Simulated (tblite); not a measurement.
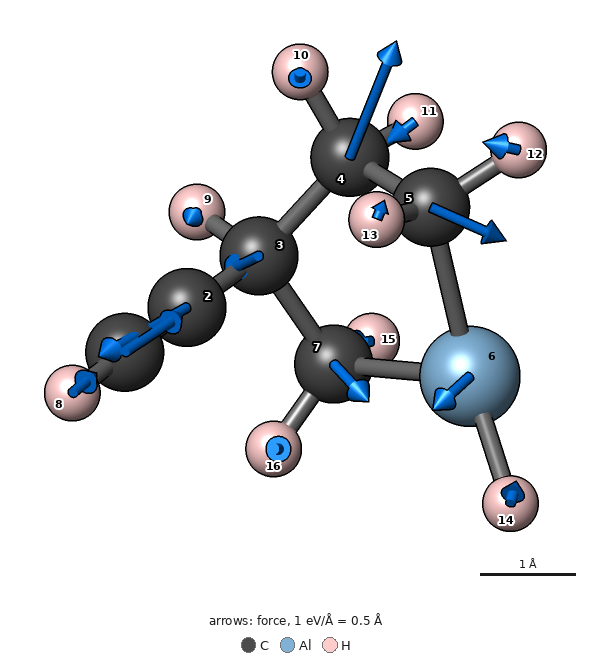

Starting geometry of C₆H₉Al with the computed forces as blue arrows. Style: ball-and-stick. Shown from a free direction.

All numbers below come from tblite, GFN2-xTB geometry optimisation, gas phase. 

Question: What follows when this structure is relaxed?

Answer: It isn't relaxed: the largest force vector, on a C atom, is 3.21 eV/Å. The final displacements have little in common with the starting forces (cosine between the two patterns 0.18). The energy falls by 16.2 kcal/mol in 99 geometry steps. An H atom moves most after the best rigid fit: 0.64 Å. Largest moves by element: H 0.64 Å, Al 0.61 Å, C 0.34 Å. Some distances before and after: Al–C 3.855 → 3.008 Å, Al–C 3.084 → 2.557 Å, Al–H 1.611 → 1.536 Å, C–C 1.479 → 1.546 Å. Among the angles between lasting bonds that change: Al–C–H 107.5° → 119.8°, H–C–H 117.6° → 106.2°, Al–C–H 111.0° → 120.9°. Cost: 1.1 s on 1 thread of Arm Neoverse N1, with other jobs on the host.
